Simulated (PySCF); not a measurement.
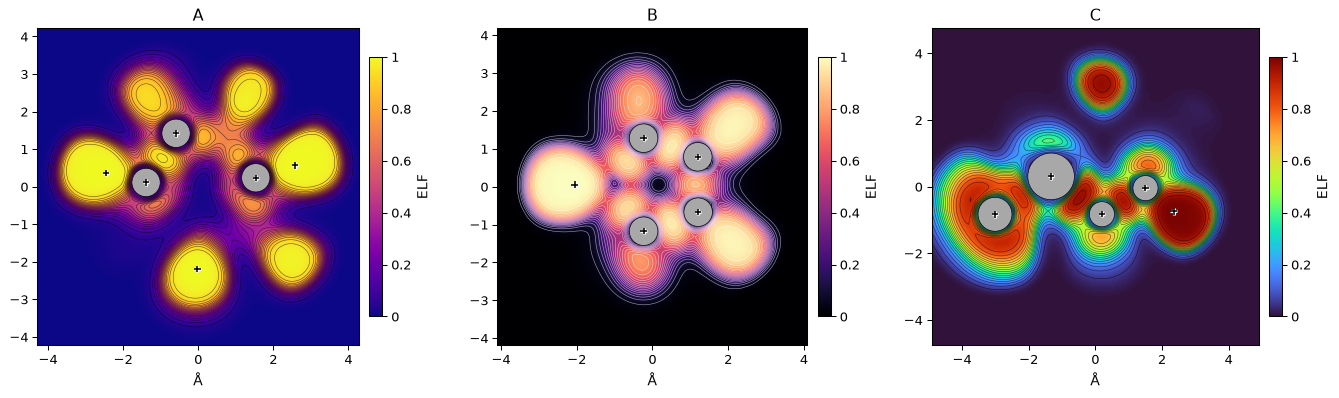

The electron localisation function of 3 systems, each on a plane through atoms (crosses mark nuclei in the plane; grey discs cover the cores).

Method: PBE0/pcSseg-1, SCF density, gas phase, non-relativistic (PySCF 2.14.0).

System 1: C$_{4}$H$_{11}$ClSi$_{2}$, the plane of atoms Cl1, Si2 and C7. Geometry: GFN2-xTB.

```csv
atom,x (Å),y (Å),z (Å)
Cl,2.8292,-1.0776,1.8148
Si,1.4972,-0.7021,0.3276
C,1.2242,1.1747,0.1876
C,0.1155,1.5276,-0.8076
Si,-1.5520,0.7223,-0.3693
C,-1.2661,-1.1550,-0.2477
C,-0.1651,-1.5237,0.7503
H,2.0632,-1.2519,-0.9103
H,2.1523,1.6718,-0.1066
H,0.9620,1.5802,1.1682
H,0.4210,1.2094,-1.8064
H,0.0035,2.6126,-0.8552
H,-2.0341,1.2395,0.9194
H,-2.5355,1.0096,-1.4200
H,-2.1942,-1.6552,0.0360
H,-0.9983,-1.5461,-1.2312
H,-0.0525,-2.6105,0.7867
H,-0.4790,-1.2194,1.7521
```

System 2: C$_{6}$H$_{7}$NO, the plane of atoms C5, C6 and C8. Geometry: GFN2-xTB.

```yaml
atoms:
  - { symbol: N, position_ang: [2.6579, 0.0051, 1.5610] }
  - { symbol: C, position_ang: [1.9232, 0.1905, 0.7052] }
  - { symbol: C, position_ang: [0.9867, 0.4029, -0.3710] }
  - { symbol: C, position_ang: [0.2621, -0.9096, -0.7515] }
  - { symbol: C, position_ang: [-0.9771, -0.9773, 0.1530] }
  - { symbol: C, position_ang: [-1.3165, 0.4769, 0.4040] }
  - { symbol: O, position_ang: [-1.2677, 1.2980, -0.7308] }
  - { symbol: C, position_ang: [-0.1487, 1.3048, 0.1035] }
  - { symbol: H, position_ang: [1.5227, 0.8318, -1.2232] }
  - { symbol: H, position_ang: [0.9084, -1.7777, -0.6325] }
  - { symbol: H, position_ang: [-0.0495, -0.8421, -1.7936] }
  - { symbol: H, position_ang: [-1.7941, -1.5171, -0.3233] }
  - { symbol: H, position_ang: [-0.7471, -1.4527, 1.1081] }
  - { symbol: H, position_ang: [-2.0468, 0.7422, 1.1575] }
  - { symbol: H, position_ang: [0.0822, 2.2323, 0.6118] }
```

System 3: C$_{6}$H$_{13}$N (hexamethyleneimine), the plane of atoms C4, C3 and H13. Geometry: GFN2-xTB, coordinate held.

```xyz
20

C     0.5499   -1.5519   -0.1271
C     1.4700   -0.3564    0.1185
C     1.0869    0.8548   -0.7328
C     0.0245    1.7532   -0.0879
N    -0.8934    1.0326    0.7939
C    -1.5469   -0.0929    0.1199
C    -0.8357   -1.3961    0.4924
H     1.0117   -2.4495    0.2919
H     0.4519   -1.7075   -1.2049
H     2.4909   -0.6526   -0.1349
H     1.4451   -0.0821    1.1731
H     0.7315    0.5015   -1.7033
H     1.9705    1.4684   -0.9210
H    -0.5093    2.2900   -0.8907
H     0.5165    2.5022    0.5411
H    -1.6271    1.7105    0.9863
H    -2.5788   -0.1638    0.4768
H    -1.5783    0.0337   -0.9710
H    -1.4574   -2.2418    0.1888
H    -0.7444   -1.4135    1.5795
```

**Which map belongs to which system?**

Panel A is system 3, C$_{6}$H$_{13}$N: the plane holds C and H. C–C (1.53 Å): the ELF peaks at about 0.95 between the atoms, as expected for localised, covalent bonding. Panel B is system 2, C$_{6}$H$_{7}$NO: the plane holds C and H. C–C (1.46 Å): the ELF peaks at about 0.85 between the atoms, as expected for localised, covalent bonding. Panel C is system 1, C$_{4}$H$_{11}$ClSi$_{2}$: the plane holds Cl, Si, C and H. C–C (1.53 Å): the ELF peaks at about 0.95 between the atoms (localised, covalent bonding).
